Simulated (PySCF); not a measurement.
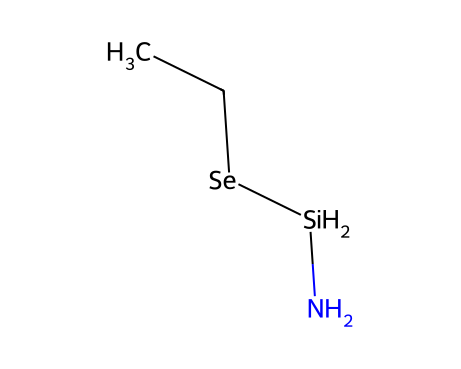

2D structure.

> Transcribe the drawing into SMILES.

CC[Se][SiH2]N

> What is the molecular formula?

C2H9NSeSi.

> An optimisation with PBE0-D3(BJ)/def2-SVP gave a structure of which point group?

C1. Other conformers may differ.

The parts below concern this one geometry. Atoms keep their numbers from picture to picture. The geometry was computed by an optimisation with PBE0-D3(BJ)/def2-SVP. No frequency run is at hand to confirm it as a minimum.

**Dipole moment**

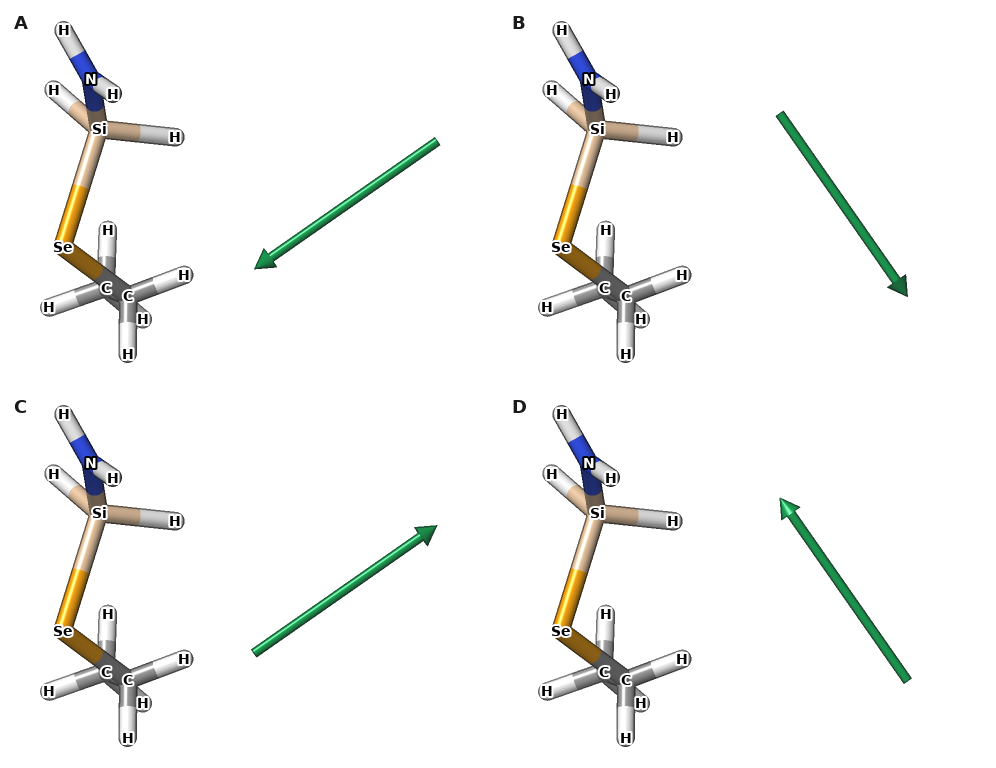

The same molecule four times, each with an arrow. No frequency run is at hand to confirm it as a minimum. Level of theory: PBE0/def2-TZVPD, gas phase (PySCF 2.14.0).

> Which arrow points along the dipole moment, from the negative to the positive end?

C. The dipole moment is 1.05 D.

**Excitation**

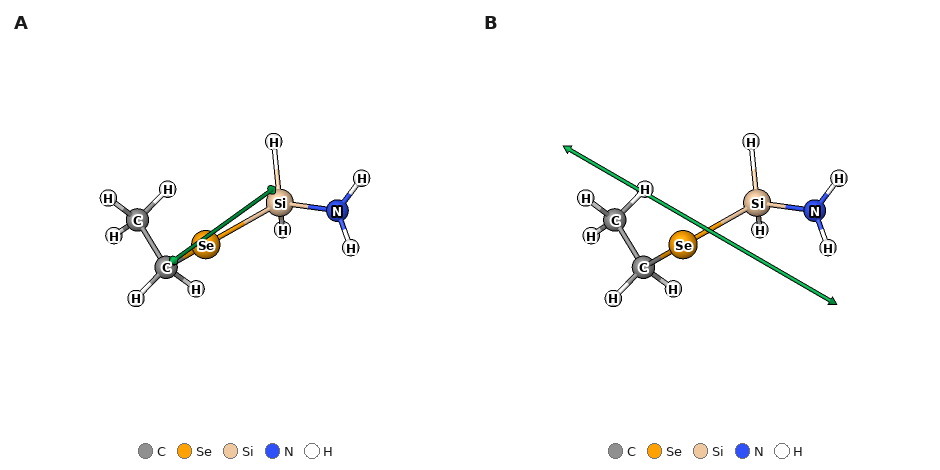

The double arrows show the directions of two transition dipoles from the ground state (lengths mean nothing). No frequency run is at hand to confirm it as a minimum. Properties computed with TDDFT PBE0/def2-TZVPD, vertical, gas phase, core orbitals frozen in the response (PySCF 2.14.0).

> One belongs to singlet state 2 and one to singlet state 6. Which is which?

A: state 6, 6.31 eV (196 nm), oscillator strength 0.028, mainly HOMO → LUMO+4 (weight 0.80).
B: state 2, 5.53 eV (224 nm), oscillator strength 0.051, mainly HOMO → LUMO+1 (weight 0.81).

**Core levels**

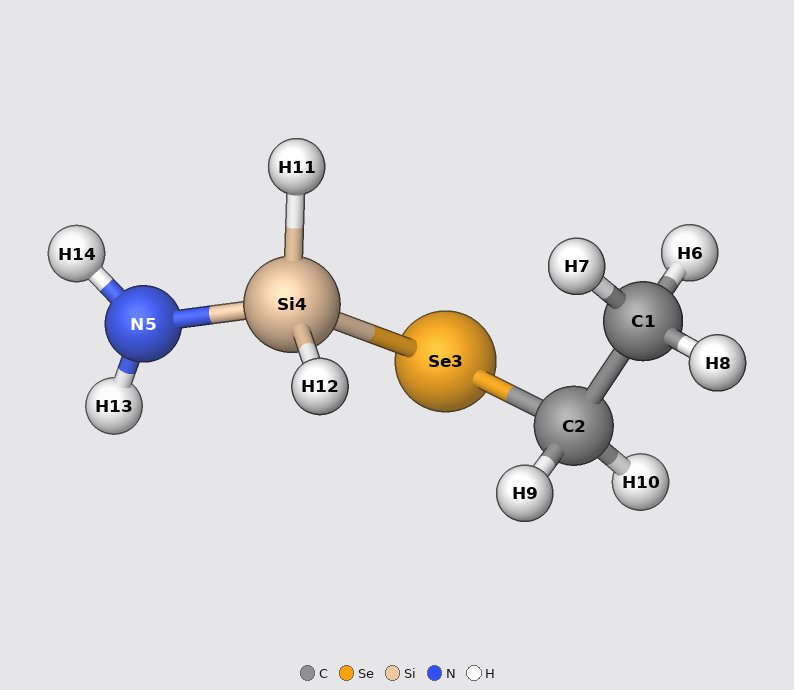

No frequency run is at hand to confirm it as a minimum. Method: delta-SCF UKS B3LYP, pcX-2 on the ionised atom, pcseg-1 elsewhere, spin-free X2C (PySCF 2.14.0).

Give the core-electron binding energies (to vacuum; p and d levels without spin–orbit splitting) of C1 1s, C2 1s, Si4 1s, Si4 2p, N5 1s.

```tsv
atom	level	binding energy (eV)
C1	1s	290.8
C2	1s	290.9
Si4	1s	1845.5
Si4	2p	107.1
N5	1s	404.5
```
